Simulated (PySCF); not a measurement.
## Two runs on Si₃NH₉O

System: Si₃NH₉O, SMILES O[SiH2]N([SiH3])[SiH3].
Method of run 1: GIAO HF/pcSseg-1 NMR shielding, non-relativistic, gas phase (PySCF 2.14.0).

The geometry comes from this level: PBE0-D3(BJ)/def2-SVP. Text and figures count atoms from 1; the logs count them from 0 in places.

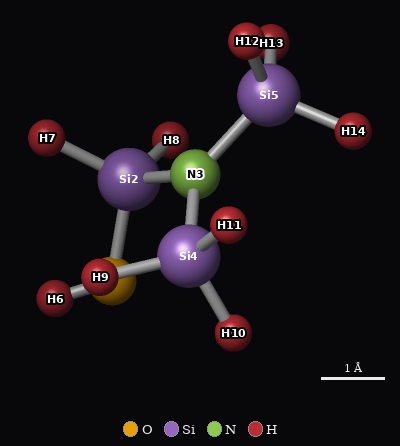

Fig. 1: The structure (ball-and-stick view, seen at a tilt; atoms are numbered from 1 in the order of the input).

### Input, run 1
```
{"job": {"kind": "nmr", "xc": "HF", "basis": "pcSseg-1", "pop": false}, "charge": 0, "multiplicity": 1}
O      1.982786    -0.746940    -1.216051
Si     0.817007    -1.403638    -0.219411
N     -0.302613    -0.106255     0.071953
Si     0.336381     1.534686     0.002685
Si    -2.011695    -0.345329     0.376514
H      2.899989    -0.873457    -0.959673
H      1.491956    -1.892334     1.024910
H      0.100135    -2.536434    -0.868159
H      1.646453     1.620617     0.714764
H      0.502270     2.038367    -1.391201
H     -0.655805     2.406903     0.705261
H     -2.380821     0.019084     1.778655
H     -2.326180    -1.788544     0.155130
H     -2.835801     0.493622    -0.546539
```

The first line tells a small driver script what to run in PySCF; the rest is the geometry in Å.

Launched with:
```bash
OMP_NUM_THREADS=1 python <driver script> task.json out
```

Hardware: 1 CPU thread, shared host.

### Output (run 1)
```
final grid: 106328 points
cycle   1  E = -1001.2943786503  dE =  3.355e-02  |g| = 5.963e-01  |ddm| = 3.244e+00
cycle   2  E = -1001.3726638919  dE = -7.829e-02  |g| = 3.147e-01  |ddm| = 6.822e-01
cycle   3  E = -1001.3908988703  dE = -1.823e-02  |g| = 6.757e-02  |ddm| = 2.410e-01
cycle   4  E = -1001.3923341824  dE = -1.435e-03  |g| = 1.010e-02  |ddm| = 9.914e-02
cycle   5  E = -1001.3923730702  dE = -3.889e-05  |g| = 1.977e-03  |ddm| = 2.119e-02
cycle   6  E = -1001.3923752270  dE = -2.157e-06  |g| = 5.985e-04  |ddm| = 4.983e-03
cycle   7  E = -1001.3923754386  dE = -2.115e-07  |g| = 2.808e-04  |ddm| = 1.602e-03
cycle   8  E = -1001.3923754638  dE = -2.525e-08  |g| = 6.901e-05  |ddm| = 3.219e-04
cycle   9  E = -1001.3923754671  dE = -3.306e-09  |g| = 1.295e-05  |ddm| = 1.885e-04
cycle  10  E = -1001.3923754673  dE = -1.289e-10  |g| = 2.457e-06  |ddm| = 3.923e-05
converged SCF energy = -1001.3923754673

GIAO shielding tensors (ppm)
atom      isotropic    diamagn.    paramagn.     s11        s22        s33       span
  0 O      311.126     391.640     -80.514    274.562    303.632    355.183     80.621
  1 Si     421.680     875.526    -453.845    396.375    416.291    452.374     55.999
  2 N      274.733     337.806     -63.073    252.103    282.873    289.222     37.119
  3 Si     443.665     875.794    -432.129    410.986    429.794    490.214     79.228
  4 Si     445.742     875.117    -429.375    412.716    427.379    497.132     84.416
  5 H       29.839      30.467      -0.628     22.068     22.963     44.486     22.418
  6 H       27.242      29.890      -2.648     23.707     25.348     32.671      8.964
  7 H       27.198      29.564      -2.366     23.346     25.877     32.372      9.026
  8 H       27.448      29.875      -2.427     23.885     25.904     32.556      8.671
  9 H       27.356      29.236      -1.880     23.936     25.251     32.882      8.946
 10 H       27.493      29.653      -2.160     23.769     26.291     32.419      8.651
 11 H       27.509      28.854      -1.346     23.956     25.474     33.095      9.139
 12 H       27.436      29.108      -1.673     23.836     26.176     32.296      8.460
 13 H       27.421      28.836      -1.415     23.793     25.541     32.927      9.134
```

The input of run 2 differs as follows (lines with − go, lines with + come):
```diff
-"xc": "HF"
+"xc": "B97-D"
```

Predict how the results change.

The total energies belong to different methods, so their difference says nothing on which is more stable or more accurate. The HOMO goes from −10.79 to −6.29 eV. The LUMO goes from 3.44 to −0.53 eV. The dipole moment goes from 1.54 to 1.42 D. Of all shieldings, the largest change is that of Si2, by −49.1 ppm. The method changes from HF to B97-D. Exact exchange removes part of the self-interaction error of semilocal functionals, which pushes filled and empty levels apart. The SCF takes 15 iterations against 10.

### Output (run 2)
```
coarse grid: 12600 points
cycle   1  E = -1003.6038658875  dE =  1.991e-01  |g| = 9.744e-01  |ddm| = 3.407e+00
cycle   2  E = -1002.8650123793  dE =  7.389e-01  |g| = 2.072e+00  |ddm| = 3.107e+00
cycle   3  E = -1003.7777795432  dE = -9.128e-01  |g| = 1.425e-01  |ddm| = 2.678e+00
cycle   4  E = -1003.7827109578  dE = -4.931e-03  |g| = 7.933e-02  |ddm| = 2.677e-01
cycle   5  E = -1003.7836803647  dE = -9.694e-04  |g| = 3.774e-02  |ddm| = 8.297e-02
cycle   6  E = -1003.7840023598  dE = -3.220e-04  |g| = 8.443e-03  |ddm| = 4.428e-02
cycle   7  E = -1003.7840196145  dE = -1.725e-05  |g| = 1.272e-03  |ddm| = 1.068e-02
cycle   8  E = -1003.7840199824  dE = -3.679e-07  |g| = 2.859e-04  |ddm| = 1.582e-03
final grid: 106328 points
cycle   9  E = -1003.8114540810  dE = -3.966e-05  |g| = 1.288e-02  |ddm| = 2.958e-02
cycle  10  E = -1003.8113509191  dE =  1.032e-04  |g| = 2.444e-02  |ddm| = 3.087e-02
cycle  11  E = -1003.8114804899  dE = -1.296e-04  |g| = 2.971e-03  |ddm| = 2.335e-02
cycle  12  E = -1003.8114821253  dE = -1.635e-06  |g| = 6.831e-04  |ddm| = 2.417e-03
cycle  13  E = -1003.8114822080  dE = -8.277e-08  |g| = 9.585e-05  |ddm| = 5.546e-04
cycle  14  E = -1003.8114822098  dE = -1.782e-09  |g| = 2.757e-05  |ddm| = 1.202e-04
cycle  15  E = -1003.8114822100  dE = -1.733e-10  |g| = 3.481e-06  |ddm| = 3.440e-05
converged SCF energy = -1003.8114822100

GIAO shielding tensors (ppm)
atom      isotropic    diamagn.    paramagn.     s11        s22        s33       span
  0 O      288.533     388.588    -100.055    242.441    283.886    339.272     96.831
  1 Si     372.584     880.544    -507.959    338.046    368.492    411.215     73.169
  2 N      253.233     331.172     -77.939    225.977    263.262    270.462     44.485
  3 Si     401.449     880.641    -479.193    361.698    383.543    459.105     97.408
  4 Si     403.731     880.074    -476.343    362.123    382.790    466.280    104.156
  5 H       29.961      30.813      -0.852     23.077     24.051     42.755     19.678
  6 H       26.160      30.033      -3.873     22.651     24.416     31.412      8.761
  7 H       26.273      29.673      -3.400     22.642     24.999     31.177      8.535
  8 H       26.779      30.053      -3.274     23.469     25.197     31.670      8.201
  9 H       26.733      29.493      -2.760     23.314     24.697     32.189      8.875
 10 H       26.867      29.674      -2.807     23.518     25.715     31.368      7.850
 11 H       26.879      29.002      -2.123     23.367     25.020     32.250      8.882
 12 H       26.781      29.235      -2.453     23.505     25.517     31.322      7.818
 13 H       26.764      28.994      -2.231     23.247     24.944     32.100      8.853
```

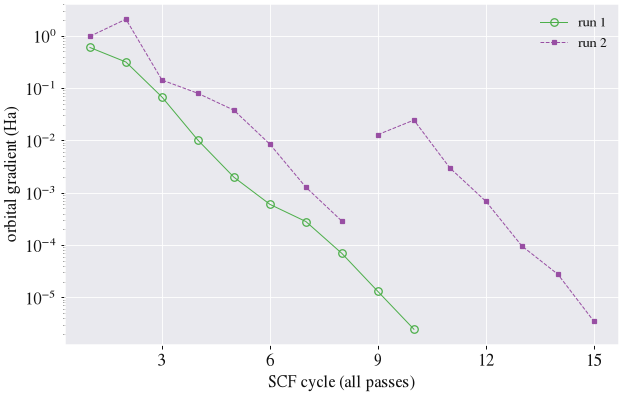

Fig. 2: Convergence of the two runs: orbital gradient against the SCF cycle. A break in a curve parts two SCF passes (coarse and final grid). Run 1 takes 10 cycles in all, and run 2 takes 15.

### The two runs side by side

```tsv
quantity	run 1	run 2
outcome	converged	converged
total energy (hartree)	−1001.392375	−1003.811482
HOMO (eV)	−10.79	−6.29
LUMO (eV)	3.44	−0.53
dipole moment (D)	1.54	1.42
shielding of O1 (ppm)	311.1	288.5
shielding of Si2 (ppm)	421.7	372.6
shielding of N3 (ppm)	274.7	253.2
shielding of Si4 (ppm)	443.7	401.4
shielding of Si5 (ppm)	445.7	403.7
shielding of H7 (ppm)	27.2	26.2
shielding of H8 (ppm)	27.2	26.3
SCF iterations	10	15
basis functions	151	151
wall time (shared host)	8.6 s	25 s
```
